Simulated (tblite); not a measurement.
## Run report: C3H9BN2Si, saddle-point search

System: C3H9BN2Si.
Method: GFN2-xTB saddle search (eigenvector following) and harmonic vibrations, gas phase (tblite 0.8.0).

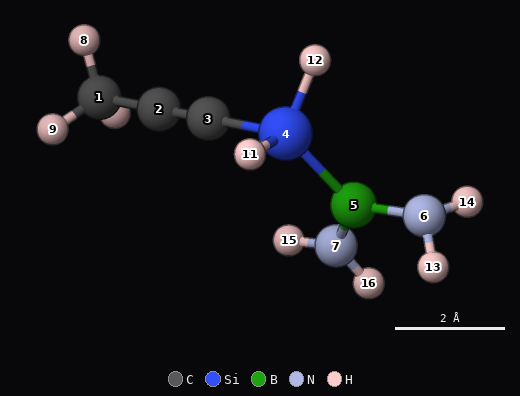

**Figure 1.** The starting structure (ball-and-stick view, seen at a tilt; atoms are numbered from 1 in the order of the input).

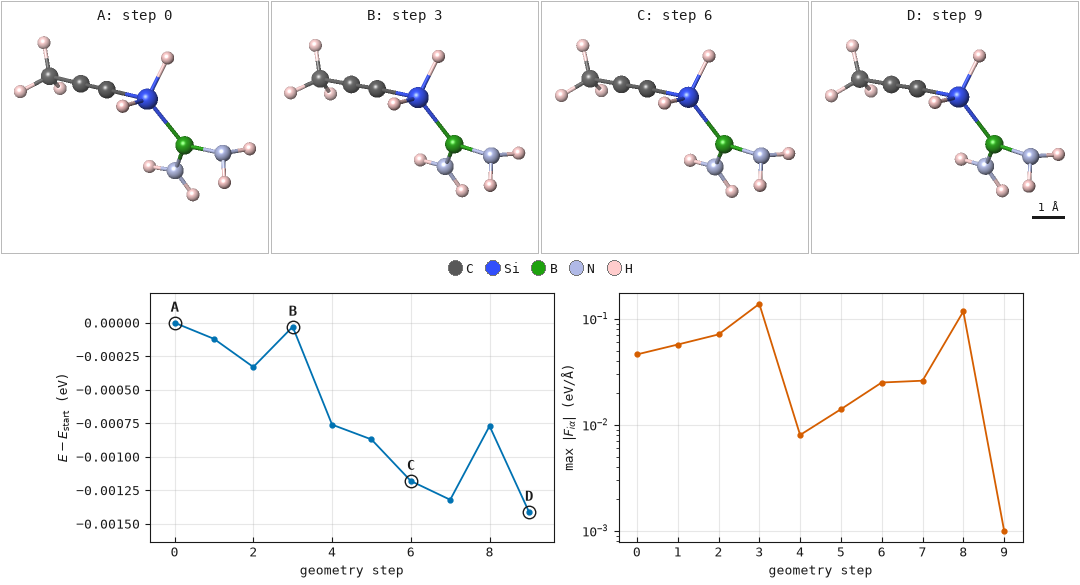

**Figure 2.** Frames of the saddle-point search (ball-and-stick view, seen at a tilt) above the curves, on which the letters mark them (steps are counted from 0).

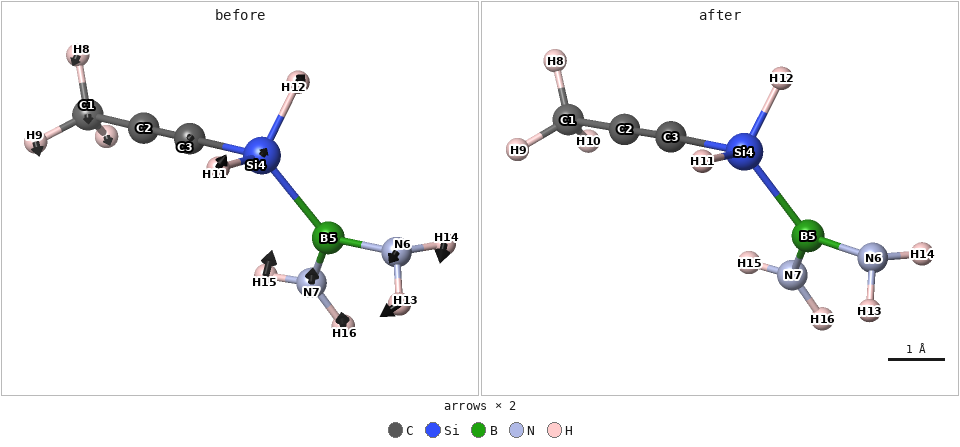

**Figure 3.** Before (left) and after (right) the saddle-point search, at one scale (ball-and-stick view, seen at a tilt). The black arrows give the displacements, magnified 2 times. The largest move after the best rigid fit is that of H15, 0.26 Å. Largest moves by element: H 0.26 Å, N 0.16 Å, C 0.09 Å, Si 0.08 Å, B 0.04 Å. Over 9 geometry steps the energy falls by 0.001 eV. The largest force component goes from 0.046 to 0.001 eV/Å. (Atoms are counted from 1 in the order of the input.)

These pictures come from the run below.

## Input file
```
{"job": {"xc": "GFN2-xTB", "basis": "xTB", "kind": "saddle"}, "charge": 0, "multiplicity": 1}
C     -3.532450    -0.617270     0.533560
C     -2.273428    -0.009561     0.150278
C     -1.233914     0.508169    -0.173134
Si     0.383708     1.277299    -0.673793
B      1.893622     0.115104    -0.184880
N      3.243961     0.439851    -0.689123
N      1.707072    -0.994666     0.632926
H     -4.287072    -0.417603    -0.227386
H     -3.873603    -0.203113     1.482677
H     -3.417210    -1.696643     0.639783
H      0.361614     2.602075    -0.013593
H      0.224629     1.557598    -2.115696
H      3.933119     0.585172     0.037196
H      3.622430    -0.258340    -1.315878
H      0.806654    -1.260754     0.998594
H      2.440869    -1.627318     0.918469
```

The first line tells a small driver script what to run in tblite; the rest is the geometry in Å.

Command:
```bash
OMP_NUM_THREADS=1 python <driver script> task.json out
```

## What the program printed
```
step      E/eV     max force
  0    -537.79064   0.0556
  1    -537.79076   0.0644
  2    -537.79097   0.0813
  3    -537.79067   0.1434
  4    -537.79140   0.0081
  5    -537.79151   0.0176
  6    -537.79182   0.0296
  7    -537.79196   0.0296
  8    -537.79141   0.1371
  9    -537.79205   0.0014
lowest wavenumbers (cm-1): -453.9 -14.2 27.6 48.9 141.9 166.9
```

## Trajectory as extended XYZ (Å, eV, eV/Å), 10 frames, from step=0 to step=9
```
16
Properties=species:S:1:pos:R:3:forces:R:3 step=0 energy=-537.79064
C    -3.5325   -0.6173    0.5336   -0.0030  -0.0010   0.0010
C    -2.2734   -0.0096    0.1503    0.0100   0.0020  -0.0010
C    -1.2339    0.5082   -0.1731   -0.0080  -0.0030  -0.0020
Si    0.3837    1.2773   -0.6738    0.0020  -0.0020  -0.0090
B     1.8936    0.1151   -0.1849   -0.0020   0.0010  -0.0140
N     3.2440    0.4399   -0.6891    0.0070  -0.0060   0.0080
N     1.7071   -0.9947    0.6329    0.0010   0.0110  -0.0020
H    -4.2871   -0.4176   -0.2274   -0.0030  -0.0030   0.0000
H    -3.8736   -0.2031    1.4827    0.0000  -0.0030   0.0040
H    -3.4172   -1.6966    0.6398    0.0020   0.0000   0.0020
H     0.3616    2.6021   -0.0136    0.0030  -0.0010  -0.0040
H     0.2246    1.5576   -2.1157   -0.0110   0.0040  -0.0050
H     3.9331    0.5852    0.0372    0.0040  -0.0460   0.0310
H     3.6224   -0.2583   -1.3159   -0.0110   0.0270  -0.0160
H     0.8067   -1.2608    0.9986    0.0090   0.0040   0.0030
H     2.4409   -1.6273    0.9185    0.0000   0.0160   0.0040
16
Properties=species:S:1:pos:R:3:forces:R:3 step=1 energy=-537.79076
C    -3.5037   -0.6258    0.5544   -0.0290  -0.0030   0.0150
C    -2.2573   -0.0046    0.1508    0.0120   0.0090   0.0000
C    -1.2288    0.5245   -0.1901   -0.0220  -0.0100   0.0050
Si    0.3848    1.2927   -0.7068    0.0020  -0.0010  -0.0040
B     1.8827    0.1235   -0.1960    0.0140  -0.0130  -0.0020
N     3.2520    0.4382   -0.6575    0.0210  -0.0270   0.0170
N     1.6646   -0.9953    0.6020   -0.0020   0.0120  -0.0060
H    -4.2875   -0.3894   -0.1680    0.0360  -0.0180   0.0400
H    -3.8070   -0.2552    1.5361    0.0180  -0.0240  -0.0570
H    -3.3869   -1.7104    0.6062   -0.0120   0.0450  -0.0010
H     0.3643    2.6270   -0.0667    0.0010  -0.0030  -0.0030
H     0.2194    1.5513   -2.1524   -0.0040   0.0010   0.0000
H     3.9102    0.5944    0.0963   -0.0220  -0.0240  -0.0140
H     3.6541   -0.2775   -1.2509   -0.0240   0.0380   0.0190
H     0.7524   -1.2585    0.9406    0.0200   0.0080  -0.0070
H     2.3867   -1.6349    0.9019   -0.0070   0.0110  -0.0010
16
Properties=species:S:1:pos:R:3:forces:R:3 step=2 energy=-537.79097
C    -3.4746   -0.6354    0.5712    0.0460   0.0070  -0.0360
C    -2.2401    0.0028    0.1562    0.0350   0.0130  -0.0170
C    -1.2227    0.5469   -0.1954   -0.0490  -0.0250   0.0150
Si    0.3881    1.3167   -0.7192    0.0030  -0.0050   0.0020
B     1.8717    0.1301   -0.2054    0.0230  -0.0450   0.0210
N     3.2551    0.4348   -0.6329   -0.0020  -0.0210   0.0370
N     1.6237   -1.0030    0.5652   -0.0020   0.0310  -0.0210
H    -4.2499   -0.4670   -0.1744   -0.0280   0.0120  -0.0350
H    -3.8069   -0.2219    1.5210   -0.0220   0.0330   0.0710
H    -3.3279   -1.7088    0.6869    0.0180  -0.0380   0.0010
H     0.3731    2.6517   -0.0817    0.0000  -0.0010  -0.0010
H     0.2174    1.5735   -2.1645    0.0000  -0.0010   0.0000
H     3.8942    0.5837    0.1389   -0.0320  -0.0090  -0.0290
H     3.6658   -0.2858   -1.2139   -0.0150   0.0180   0.0140
H     0.7010   -1.2615    0.8800    0.0400   0.0160  -0.0180
H     2.3320   -1.6567    0.8681   -0.0130   0.0150  -0.0070
16
Properties=species:S:1:pos:R:3:forces:R:3 step=3 energy=-537.79067
C    -3.4676   -0.6284    0.5882   -0.0680  -0.0530   0.0160
C    -2.2383    0.0099    0.1600   -0.0250  -0.0240   0.0080
C    -1.2233    0.5517   -0.1992    0.0190   0.0120  -0.0090
Si    0.3884    1.3159   -0.7283   -0.0010   0.0040  -0.0010
B     1.8683    0.1271   -0.2104    0.0200  -0.0300   0.0220
N     3.2584    0.4534   -0.5975   -0.0190   0.0020   0.0530
N     1.6111   -1.0277    0.5236   -0.0200   0.0380  -0.0230
H    -4.2342   -0.5208   -0.1851    0.0870  -0.0150   0.1040
H    -3.8264   -0.1628    1.5105    0.0180  -0.0590  -0.0950
H    -3.2980   -1.6948    0.7716   -0.0330   0.1380  -0.0210
H     0.3773    2.6553   -0.1002    0.0000  -0.0040  -0.0020
H     0.2177    1.5634   -2.1756    0.0000  -0.0010   0.0030
H     3.8783    0.5912    0.1919   -0.0340  -0.0120  -0.0380
H     3.6874   -0.2491   -1.1857    0.0090  -0.0090  -0.0010
H     0.6839   -1.3005    0.8120    0.0390   0.0190  -0.0190
H     2.3171   -1.6838    0.8244    0.0080  -0.0070   0.0040
16
Properties=species:S:1:pos:R:3:forces:R:3 step=4 energy=-537.79140
C    -3.4736   -0.6339    0.5731    0.0050   0.0020   0.0000
C    -2.2406    0.0044    0.1553   -0.0020  -0.0020   0.0020
C    -1.2236    0.5475   -0.1969    0.0000   0.0010  -0.0010
Si    0.3879    1.3156   -0.7206    0.0000   0.0000   0.0000
B     1.8708    0.1291   -0.2056    0.0030   0.0040  -0.0020
N     3.2536    0.4362   -0.6277    0.0060  -0.0030  -0.0020
N     1.6235   -1.0056    0.5596   -0.0010  -0.0020  -0.0010
H    -4.2502   -0.4693   -0.1736   -0.0050   0.0020  -0.0060
H    -3.8069   -0.2174    1.5238   -0.0010   0.0040   0.0070
H    -3.3227   -1.7074    0.6922    0.0010  -0.0080   0.0010
H     0.3738    2.6515   -0.0849    0.0000   0.0000  -0.0010
H     0.2183    1.5708   -2.1663    0.0000  -0.0010   0.0000
H     3.8891    0.5871    0.1453   -0.0030   0.0010   0.0000
H     3.6670   -0.2838   -1.2067   -0.0010   0.0040   0.0040
H     0.7015   -1.2660    0.8716   -0.0030  -0.0010  -0.0020
H     2.3320   -1.6587    0.8615    0.0020  -0.0020   0.0010
16
Properties=species:S:1:pos:R:3:forces:R:3 step=5 energy=-537.79151
C    -3.4733   -0.6323    0.5774    0.0020   0.0060   0.0020
C    -2.2397    0.0031    0.1574    0.0120   0.0090  -0.0050
C    -1.2235    0.5454   -0.1988   -0.0060  -0.0050   0.0040
Si    0.3876    1.3131   -0.7252   -0.0010   0.0000  -0.0010
B     1.8719    0.1292   -0.2077    0.0010  -0.0070   0.0030
N     3.2569    0.4412   -0.6195   -0.0070   0.0080   0.0140
N     1.6217   -1.0090    0.5519   -0.0030   0.0010   0.0000
H    -4.2505   -0.4648   -0.1680   -0.0080   0.0020  -0.0060
H    -3.8039   -0.2153    1.5288    0.0000   0.0020   0.0050
H    -3.3255   -1.7062    0.6954    0.0020  -0.0120   0.0020
H     0.3726    2.6502   -0.0925    0.0000   0.0000  -0.0010
H     0.2164    1.5645   -2.1715    0.0000  -0.0010   0.0000
H     3.8871    0.5883    0.1587   -0.0040  -0.0020  -0.0040
H     3.6747   -0.2741   -1.2003    0.0050  -0.0050  -0.0050
H     0.6977   -1.2721    0.8564    0.0120   0.0020  -0.0040
H     2.3297   -1.6614    0.8575   -0.0040   0.0020  -0.0020
16
Properties=species:S:1:pos:R:3:forces:R:3 step=6 energy=-537.79182
C    -3.4728   -0.6263    0.5881   -0.0170  -0.0030   0.0050
C    -2.2400    0.0042    0.1580    0.0000   0.0020  -0.0010
C    -1.2239    0.5417   -0.2055   -0.0030  -0.0020   0.0010
Si    0.3864    1.3044   -0.7411    0.0000   0.0020  -0.0010
B     1.8716    0.1281   -0.2088    0.0050  -0.0030   0.0010
N     3.2606    0.4565   -0.5942   -0.0020  -0.0040   0.0060
N     1.6189   -1.0196    0.5353   -0.0040   0.0020  -0.0010
H    -4.2662   -0.4241   -0.1329    0.0200  -0.0060   0.0210
H    -3.7737   -0.2343    1.5610    0.0070  -0.0130  -0.0250
H    -3.3375   -1.7064    0.6688   -0.0070   0.0220   0.0000
H     0.3697    2.6504   -0.1277    0.0000  -0.0020  -0.0020
H     0.2157    1.5351   -2.1912    0.0000  -0.0010   0.0020
H     3.8758    0.6021    0.1963   -0.0060  -0.0020  -0.0060
H     3.6955   -0.2497   -1.1744   -0.0020   0.0050   0.0050
H     0.6926   -1.2931    0.8231    0.0090   0.0020  -0.0040
H     2.3274   -1.6691    0.8455   -0.0020   0.0000  -0.0010
16
Properties=species:S:1:pos:R:3:forces:R:3 step=7 energy=-537.79196
C    -3.4715   -0.6194    0.6011    0.0150   0.0080  -0.0050
C    -2.2395    0.0066    0.1622    0.0060   0.0030  -0.0020
C    -1.2240    0.5401   -0.2089   -0.0060  -0.0030   0.0020
Si    0.3857    1.2982   -0.7531    0.0000   0.0030  -0.0020
B     1.8713    0.1266   -0.2118    0.0150  -0.0130   0.0060
N     3.2648    0.4740   -0.5656   -0.0070  -0.0180   0.0130
N     1.6147   -1.0360    0.5084   -0.0110   0.0130  -0.0070
H    -4.2659   -0.4237   -0.1182   -0.0150   0.0060  -0.0160
H    -3.7695   -0.2195    1.5700   -0.0030   0.0100   0.0200
H    -3.3377   -1.6975    0.6912    0.0060  -0.0230   0.0010
H     0.3690    2.6508   -0.1547    0.0000  -0.0040  -0.0020
H     0.2137    1.5128   -2.2058    0.0000  -0.0010   0.0040
H     3.8637    0.6115    0.2392   -0.0140  -0.0070  -0.0200
H     3.7170   -0.2183   -1.1500   -0.0090   0.0150   0.0170
H     0.6854   -1.3217    0.7755    0.0260   0.0100  -0.0100
H     2.3229   -1.6845    0.8208   -0.0010   0.0000   0.0000
16
Properties=species:S:1:pos:R:3:forces:R:3 step=8 energy=-537.79141
C    -3.4701   -0.6141    0.6114   -0.0750  -0.0170   0.0220
C    -2.2392    0.0063    0.1613   -0.0080   0.0030   0.0000
C    -1.2247    0.5353   -0.2186   -0.0060  -0.0030   0.0020
Si    0.3843    1.2885   -0.7718    0.0020   0.0050  -0.0030
B     1.8710    0.1266   -0.2122    0.0100   0.0030  -0.0030
N     3.2670    0.4878   -0.5396   -0.0040  -0.0080   0.0070
N     1.6126   -1.0428    0.4951   -0.0070  -0.0020   0.0020
H    -4.2871   -0.3638   -0.0722    0.0970  -0.0360   0.0900
H    -3.7253   -0.2548    1.6130    0.0210  -0.0520  -0.1170
H    -3.3554   -1.7017    0.6424   -0.0280   0.1050   0.0030
H     0.3641    2.6503   -0.1948    0.0000  -0.0070  -0.0030
H     0.2140    1.4799   -2.2284    0.0010  -0.0010   0.0080
H     3.8513    0.6234    0.2759   -0.0090  -0.0040  -0.0110
H     3.7346   -0.1960   -1.1214   -0.0050   0.0080   0.0070
H     0.6817   -1.3372    0.7454    0.0140   0.0040  -0.0040
H     2.3211   -1.6878    0.8145   -0.0040   0.0010   0.0010
16
Properties=species:S:1:pos:R:3:forces:R:3 step=9 energy=-537.79205
C    -3.4715   -0.6194    0.6008    0.0000   0.0010   0.0000
C    -2.2395    0.0063    0.1614    0.0000   0.0000   0.0000
C    -1.2241    0.5397   -0.2097    0.0000   0.0000   0.0000
Si    0.3856    1.2979   -0.7533    0.0000   0.0000   0.0000
B     1.8712    0.1268   -0.2114   -0.0010   0.0000   0.0000
N     3.2637    0.4735   -0.5654    0.0000   0.0010   0.0000
N     1.6156   -1.0351    0.5090    0.0000   0.0000   0.0000
H    -4.2674   -0.4203   -0.1169    0.0000   0.0010   0.0000
H    -3.7669   -0.2214    1.5720    0.0000   0.0000   0.0010
H    -3.3385   -1.6986    0.6876    0.0000  -0.0010   0.0000
H     0.3683    2.6503   -0.1552    0.0000   0.0000   0.0000
H     0.2142    1.5123   -2.2059    0.0000   0.0000   0.0000
H     3.8629    0.6107    0.2386    0.0000   0.0000   0.0010
H     3.7155   -0.2188   -1.1491    0.0010   0.0000  -0.0010
H     0.6869   -1.3204    0.7763   -0.0010  -0.0010   0.0000
H     2.3239   -1.6836    0.8213    0.0000   0.0000   0.0000
```

## Summary

| quantity | value |
| --- | --- |
| outcome | converged |
| total energy | −537.7920 eV |
| point group | C1 |
| hardware | 1 CPU thread, shared host |
| wall time | 3.4 s |
| peak memory | 0.2 GiB |
